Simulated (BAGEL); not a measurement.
# N2H3 (hydrazinyl radical) at NEVPT2(13,11)/6-31G(d) (density fitting with cc-pvqz-jkfit, spherical functions)

Aim: the energy change on altering one bond length of N2H3 (hydrazinyl radical) at NEVPT2(13,11)/6-31G* (density fitting with cc-pvqz-jkfit, spherical functions), from 2 runs. 

Program for the calculation: BAGEL 1.2.2.

1 further run of the same task is left out (set aside as unsound or not needed). Runs told in other sessions of the task aren't counted.

## Step 1: The system as given

N2H3 has 5 atoms, charge 0, and is taken as a doublet. As SMILES, `[NH]N`. The shape is that of a PBE0-D4/def2-TZVP optimisation. This is one conformer, not always the lowest.

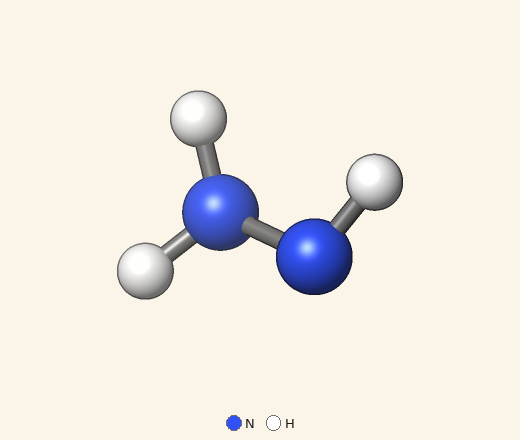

Viewed from a chosen angle; nitrogen blue, hydrogen white.

## Step 2: A single-point energy at NEVPT2(13,11)/6-31G(d) (density fitting with cc-pvqz-jkfit, spherical functions)

input.json

```json
{ "bagel": [

{
  "title": "molecule",
  "basis": "6-31gs.json",
  "df_basis": "cc-pvqz-jkfit",
  "angstrom": true,
  "geometry": [
    { "atom": "N", "xyz": [   -0.187600,   -0.818050,    0.454040 ] },
    { "atom": "N", "xyz": [   -0.128660,    0.235610,   -0.368450 ] },
    { "atom": "H", "xyz": [    0.759840,   -0.951450,    0.811270 ] },
    { "atom": "H", "xyz": [   -1.030950,    0.592300,   -0.640030 ] },
    { "atom": "H", "xyz": [    0.587360,    0.941580,   -0.256830 ] }
  ]
},
{ "title": "hf", "charge": 1 },
{ "title": "casscf", "nstate": 1, "nact": 11, "nclosed": 2, "nspin": 1, "maxiter": 200, "natocc": true },
{ "title": "nevpt2", "nstate": 1, "nact": 11, "nclosed": 2, "nspin": 1, "maxiter": 200, "natocc": true, "ncore": 2 },
{ "title": "print", "file": "orbitals.molden", "orbitals": true }

]}
```

The basis set 6-31G* is read from a file made from the Basis Set Exchange's data (not shown).

Command:

```bash
BAGEL_NUM_THREADS=1 BAGEL input.json > input.out
```

What it wrote:

```text
* using 1 threads per process

  ===============================================================
  ===============================================================

  *** Geometry ***

  { "atom" : "N", "xyz" : [     -0.354513,     -1.545890,      0.858011 ] },
  { "atom" : "N", "xyz" : [     -0.243132,      0.445238,     -0.696270 ] },
  { "atom" : "H", "xyz" : [      1.435889,     -1.797980,      1.533078 ] },
  { "atom" : "H", "xyz" : [     -1.948213,      1.119285,     -1.209481 ] },
  { "atom" : "H", "xyz" : [      1.109950,      1.779328,     -0.485338 ] },

  Number of auxiliary basis functions:      365

  Since a DF basis is specified, we compute 2- and 3-index integrals:
    o Being stored without compression. Storage requirement is 0.003 GB

  Number of basis functions:       34
  Number of electrons      :       17

    * METHOD: MOLECULE                             0.07

  *** RHF ***

  === Nuclear Repulsion ===
    36.7279946837

      * DIIS with orbital gradients will be used.

  === RHF iteration (6-31gs.json) ===
      0       -110.22827319          0.02000817           0.00
      1       -110.26632599          0.00638710           0.00
      2       -110.26943476          0.00387907           0.00
      3       -110.27091448          0.00117671           0.00
      4       -110.27115133          0.00053466           0.00
      5       -110.27124315          0.00019647           0.00
      6       -110.27125411          0.00004092           0.00
      7       -110.27125451          0.00001441           0.00
      8       -110.27125458          0.00000635           0.00
      9       -110.27125460          0.00000325           0.00
     10       -110.27125460          0.00000155           0.00
     11       -110.27125460          0.00000074           0.00
     12       -110.27125460          0.00000021           0.00
     13       -110.27125460          0.00000008           0.00
     14       -110.27125460          0.00000003           0.00
     15       -110.27125460          0.00000001           0.00
    * SCF iteration converged.

    * Permanent dipole moment:
           (   -0.576098,    -0.778211,    -0.035535) a.u.

    * METHOD: HF                                   0.10

  ---------------------------
      CASSCF calculation
  ---------------------------

    * nstate   :      1
    * nclosed  :      2
    * nact     :     11
    * nvirt    :     21
  === CASSCF iteration (6-31gs.json) ===

    * Using the second-order algorithm

      0  0      -110.59194692     2.50e-02      2.80

      1  0      -110.65552485     4.16e-03      3.41

      2  0      -110.67550128     1.67e-03      3.37

      3  0      -110.67694887     7.00e-04      3.38

      4  0      -110.67703992     2.56e-04      3.51

      5  0      -110.67705843     1.05e-04      3.41

      6  0      -110.67706419     5.25e-05      3.27

      7  0      -110.67706630     3.06e-05      3.28

      8  0      -110.67706715     1.91e-05      3.23

      9  0      -110.67706750     1.22e-05      3.24

     10  0      -110.67706765     7.96e-06      3.33

     11  0      -110.67706772     5.21e-06      3.34

     12  0      -110.67706774     3.43e-06      3.26

     13  0      -110.67706776     2.26e-06      3.30

     14  0      -110.67706776     1.49e-06      3.31

     15  0      -110.67706776     9.83e-07      3.31

     16  0      -110.67706776     6.49e-07      3.31

     17  0      -110.67706777     4.29e-07      3.33

     18  0      -110.67706777     2.83e-07      3.34

     19  0      -110.67706777     1.87e-07      3.34

     20  0      -110.67706777     1.24e-07      3.34

     21  0      -110.67706777     8.19e-08      3.33

     22  0      -110.67706777     5.41e-08      3.34

     23  0      -110.67706777     3.58e-08      3.27

     24  0      -110.67706777     2.37e-08      3.27

     25  0      -110.67706777     1.57e-08      3.28

     26  0      -110.67706777     1.04e-08      3.27

     27  0      -110.67706777     6.85e-09      3.28

    * Second-order optimization converged. *

     guess   0:   closed 111111.....          open ......1....

  === FCI iteration ===

      0  0      -110.55889471     1.32e-03      0.14
      1  0      -110.66447912     4.81e-04      0.14
      2  0      -110.67581757     1.59e-04      0.14
      3  0      -110.67691146     5.14e-05      0.14
      4  0      -110.67703407     1.99e-05      0.14
      5  0      -110.67705849     1.02e-05      0.14
      6  0      -110.67706552     5.62e-06      0.15
      7  0      -110.67706728     2.70e-06      0.15
      8  0      -110.67706768     1.20e-06      0.15
      9  0      -110.67706775     5.02e-07      0.15
     10  0      -110.67706776     2.29e-07      0.14
     11  0      -110.67706776     1.17e-07      0.15
     12  0      -110.67706776     6.46e-08      0.15
     13  0      -110.67706777     4.01e-08      0.15
     14  0      -110.67706777     2.00e-08      0.15
     15  0      -110.67706777     8.41e-09      0.15
     16  0      -110.67706777     3.37e-09      0.15
     17  0      -110.67706777     1.25e-09      0.15
     18  0      -110.67706777     4.54e-10      0.15
     19  0      -110.67706777     1.70e-10      0.15
    ** throwing out 1 trial vectors **
     20  0 *    -110.67706777     6.22e-11      0.14

     * ci vector, state   0, <S^2> = 0.7500
       222222a....    -0.9721223161
       22222.a2...    -0.0626861947
       2222.2a.2..    -0.0500030230

    * METHOD: CASSCF                              95.79

    * freezing 2 orbitals

  === DF-NEVPT2 calculation ===

    * Third and fourth order RDM ( 1, 1) evaluation
      will be done with 2 passes
    * 3-index integral transformation done
    * assembly done

      NEVPT2 correlation energy:   -0.1870864891      0.07

          (+0)      0.0000000000
          (+0)'     0.0000000000
          (+1)      0.0000000000
          (+1)'     0.0000000000
          (+2)      0.0000000000
          (-1)      0.0000000000
          (-1)'    -0.0982577492
          (-2)     -0.0888287399

      NEVPT2 total energy:       -110.8641542545

    * METHOD: NEVPT2                             580.44

    * METHOD: PRINT                                0.00

  ===============================================================
```

Wall time 11 min (1 thread of Arm Neoverse V2, shared host); peak memory 9.7 GiB.

## Step 3: The distorted shape at the same level

input.json

```json
{ "bagel" : [

{
  "title" : "molecule",
  "basis" : "6-31gs.json",
  "df_basis" : "cc-pvqz-jkfit",
  "angstrom" : "true",
  "geometry" : [
    { "atom" : "N", "xyz" : [      -0.205284,      -1.134179,       0.700811 ] },
    { "atom" : "N", "xyz" : [      -0.128660,       0.235610,      -0.368450 ] },
    { "atom" : "H", "xyz" : [       0.742156,      -1.267579,       1.058041 ] },
    { "atom" : "H", "xyz" : [      -1.030950,       0.592300,      -0.640030 ] },
    { "atom" : "H", "xyz" : [       0.587360,       0.941580,      -0.256830 ] }
  ]
},

{
  "title" : "hf",
  "charge" : 1
},

{
  "title" : "casscf",
  "nstate" : 1,
  "nact" : 11,
  "nclosed" : 2,
  "nspin" : 1,
  "maxiter" : 200,
  "natocc" : "true"
},

{
  "title" : "nevpt2",
  "nstate" : 1,
  "nact" : 11,
  "nclosed" : 2,
  "nspin" : 1,
  "maxiter" : 200,
  "natocc" : "true",
  "ncore" : 2
},

{
  "title" : "print",
  "file" : "orbitals.molden",
  "orbitals" : "true"
}

]}
```

The basis set 6-31G* is read from a file made from the Basis Set Exchange's data (not shown).

Command:

```bash
BAGEL_NUM_THREADS=1 BAGEL input.json > input.out
```

What it wrote:

```text
* using 1 threads per process

  ===============================================================
  ===============================================================

  *** Geometry ***

  { "atom" : "N", "xyz" : [     -0.387931,     -2.143288,      1.324341 ] },
  { "atom" : "N", "xyz" : [     -0.243132,      0.445238,     -0.696270 ] },
  { "atom" : "H", "xyz" : [      1.402472,     -2.395377,      1.999408 ] },
  { "atom" : "H", "xyz" : [     -1.948213,      1.119285,     -1.209481 ] },
  { "atom" : "H", "xyz" : [      1.109950,      1.779328,     -0.485338 ] },

  Number of auxiliary basis functions:      365

  Since a DF basis is specified, we compute 2- and 3-index integrals:
    o Being stored without compression. Storage requirement is 0.003 GB

  Number of basis functions:       34
  Number of electrons      :       17

    * METHOD: MOLECULE                             0.07

  *** RHF ***

  === Nuclear Repulsion ===
    31.3250021856

      * DIIS with orbital gradients will be used.

  === RHF iteration (6-31gs.json) ===
      0       -110.05826319          0.02162386           0.00
      1       -110.08125363          0.01781290           0.01
      2       -110.10357976          0.00782257           0.00
      3       -110.11043690          0.00209181           0.00
      4       -110.11270124          0.00169164           0.00
      5       -110.11565825          0.00072221           0.00
      6       -110.11603762          0.00028728           0.00
      7       -110.11607855          0.00017985           0.00
      8       -110.11608741          0.00010194           0.00
      9       -110.11609132          0.00008002           0.01
     10       -110.11609382          0.00003879           0.01
     11       -110.11609473          0.00002717           0.01
     12       -110.11609533          0.00001708           0.01
     13       -110.11609557          0.00001228           0.00
     14       -110.11609575          0.00000836           0.01
     15       -110.11609581          0.00000505           0.01
     16       -110.11609582          0.00000247           0.00
     17       -110.11609582          0.00000127           0.01
     18       -110.11609582          0.00000074           0.00
     19       -110.11609582          0.00000028           0.01
     20       -110.11609582          0.00000014           0.00
     21       -110.11609582          0.00000012           0.00
     22       -110.11609582          0.00000008           0.01
     23       -110.11609582          0.00000006           0.01
     24       -110.11609582          0.00000003           0.01
     25       -110.11609582          0.00000002           0.01
     26       -110.11609582          0.00000001           0.01
     27       -110.11609582          0.00000001           0.01
    * SCF iteration converged.

    * Permanent dipole moment:
           (   -0.557489,    -0.483706,    -0.386647) a.u.

    * METHOD: HF                                   0.16

  ---------------------------
      CASSCF calculation
  ---------------------------

    * nstate   :      1
    * nclosed  :      2
    * nact     :     11
    * nvirt    :     21
  === CASSCF iteration (6-31gs.json) ===

    * Using the second-order algorithm

      0  0      -110.54908226     2.42e-02      4.33

      1  0      -110.60818834     3.56e-03      4.20

      2  0      -110.62571584     1.52e-03      4.22

      3  0      -110.62677961     6.33e-04      4.37

      4  0      -110.62687351     2.30e-04      4.35

      5  0      -110.62690184     1.05e-04      4.37

      6  0      -110.62691324     6.25e-05      4.39

      7  0      -110.62691814     4.08e-05      4.38

      8  0      -110.62692028     2.72e-05      4.36

      9  0      -110.62692122     1.81e-05      4.19

     10  0      -110.62692163     1.20e-05      4.22

     11  0      -110.62692181     7.99e-06      4.23

     12  0      -110.62692189     5.31e-06      4.22

     13  0      -110.62692193     3.53e-06      4.21

     14  0      -110.62692195     2.35e-06      4.31

     15  0      -110.62692195     1.56e-06      4.31

     16  0      -110.62692196     1.04e-06      4.30

     17  0      -110.62692196     6.91e-07      4.25

     18  0      -110.62692196     4.60e-07      4.27

     19  0      -110.62692196     3.06e-07      4.25

     20  0      -110.62692196     2.04e-07      4.28

     21  0      -110.62692196     1.36e-07      4.24

     22  0      -110.62692196     9.04e-08      4.25

     23  0      -110.62692196     6.02e-08      4.22

     24  0      -110.62692196     4.01e-08      4.24

     25  0      -110.62692196     2.67e-08      4.24

     26  0      -110.62692196     1.78e-08      4.24

     27  0      -110.62692196     1.19e-08      4.23

     28  0      -110.62692196     7.94e-09      4.21

    * Second-order optimization converged. *

     guess   0:   closed 111111.....          open ......1....

  === FCI iteration ===

      0  0      -110.48552292     1.30e-03      0.15
      1  0      -110.60614091     5.56e-04      0.15
      2  0      -110.62348441     2.24e-04      0.14
      3  0      -110.62614479     9.66e-05      0.15
      4  0      -110.62668683     4.29e-05      0.14
      5  0      -110.62682491     2.73e-05      0.15
      6  0      -110.62688541     1.87e-05      0.15
      7  0      -110.62691036     1.09e-05      0.14
      8  0      -110.62691867     5.85e-06      0.15
      9  0      -110.62692108     2.97e-06      0.15
     10  0      -110.62692171     1.59e-06      0.15
     11  0      -110.62692188     9.60e-07      0.15
     12  0      -110.62692194     4.97e-07      0.15
     13  0      -110.62692195     2.25e-07      0.15
     14  0      -110.62692196     1.17e-07      0.15
     15  0      -110.62692196     6.34e-08      0.15
     16  0      -110.62692196     3.20e-08      0.15
     17  0      -110.62692196     1.46e-08      0.15
     18  0      -110.62692196     7.71e-09      0.15
     19  0      -110.62692196     4.93e-09      0.15
    ** throwing out 1 trial vectors **
     20  0      -110.62692196     2.99e-09      0.15
    ** throwing out 1 trial vectors **
     21  0      -110.62692196     1.59e-09      0.15
    ** throwing out 1 trial vectors **
     22  0      -110.62692196     8.23e-10      0.15
    ** throwing out 1 trial vectors **
     23  0      -110.62692196     4.12e-10      0.15
    ** throwing out 1 trial vectors **
     24  0      -110.62692196     2.03e-10      0.15
    ** throwing out 1 trial vectors **
     25  0 *    -110.62692196     9.74e-11      0.15

     * ci vector, state   0, <S^2> = 0.7500
       222222a....    -0.9537199944
       22222.a2...    -0.1691526328
       222.22a.2..    -0.0858090203
       2222ab2a...    -0.0762927024
       2222aa2b...    -0.0594794771
       22.222a...2    -0.0536721845

    * METHOD: CASSCF                             128.05

    * freezing 2 orbitals

  === DF-NEVPT2 calculation ===

    * Third and fourth order RDM ( 1, 1) evaluation
      will be done with 2 passes
    * 3-index integral transformation done
    * assembly done

      NEVPT2 correlation energy:   -0.1807076029      0.06

          (+0)      0.0000000000
          (+0)'     0.0000000000
          (+1)      0.0000000000
          (+1)'     0.0000000000
          (+2)      0.0000000000
          (-1)      0.0000000000
          (-1)'    -0.0967440366
          (-2)     -0.0839635663

      NEVPT2 total energy:       -110.8076295618

    * METHOD: NEVPT2                             618.73

    * METHOD: PRINT                                0.00

  ===============================================================
```

Run time: 12 min. Hardware: 1 thread of Arm Neoverse V2, shared host; peak memory 9.7 GiB.

## Step 4: Summary of results

At NEVPT2(13,11)/6-31G* (density fitting with cc-pvqz-jkfit, spherical functions), 2 core orbitals frozen:

| quantity | value |
| --- | --- |
| first shape: total energy | -110.86415 Eh |
| distorted shape: total energy | -110.80763 Eh |
| energy change with the N1–N2 bond stretched from 1.338 to 1.739 Å | 1.538 eV |

**Reading.** With the N1–N2 bond stretched from 1.338 to 1.739 Å the energy rises by 1.54 eV (35 kcal/mol). The first shape isn't relaxed at this level, so the change isn't measured from a minimum.
